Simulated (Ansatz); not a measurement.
The starting structures come from a database of crystals and need not be the phases stable at ambient conditions.

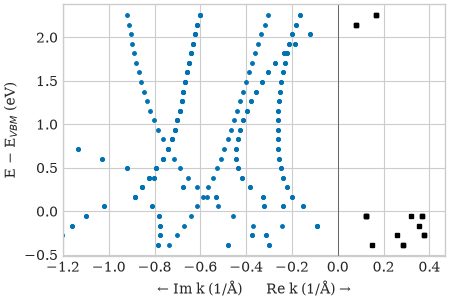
Complex bands at the centre of the two-dimensional zone; r2SCAN (Ansatz, a first-principles code)

No gap correction and no spin-orbit coupling; mid-gap values are interpolated between computed energies.

**Question.** This is Cs2Pt (P6_3/mmc, not sure to be the ambient phase, 6 atoms a cell, 38.4 Å³ an atom) along the normal of (001). Read off the slowest decay at the centre of the two-dimensional zone at 1.04 eV, the computed energy nearest the middle of the gap.

**Answer.** κ ≈ 0.26 1/Å, a decay length 1/(2κ) of the density of 1.9 Å.
